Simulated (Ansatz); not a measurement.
CdS: response to strain

Base system: CdS in the wurtzite structure (space group P6_3mc, No. 186; a = 4.124 Å, c = 6.708 Å). Axes: x lies along a and z along c of the hexagonal cell.

Strains are applied to the cell and any free atomic positions relax; under biaxial strain the out-of-plane vector relaxes too.

Method: DFT with PBEsol, PAW potentials and a 420 eV plane-wave cutoff in Ansatz (an electronic-structure program), no spin-orbit coupling.

Notes on the quantities. in-plane stress: mean in-plane stress (compression positive).

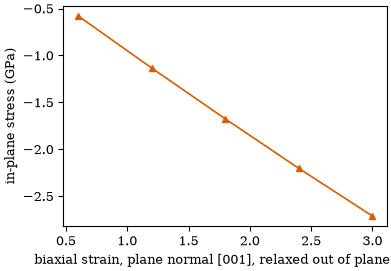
*in-plane stress against biaxial strain, plane normal [001], relaxed out of plane*

```tsv
biaxial strain, plane normal [001], relaxed out of plane (%)	in-plane stress
0.6	-0.6 GPa
1.2	-1.1 GPa
1.8	-1.7 GPa
2.4	-2.2 GPa
3	-2.7 GPa
```

Stability against distortions was not tested.
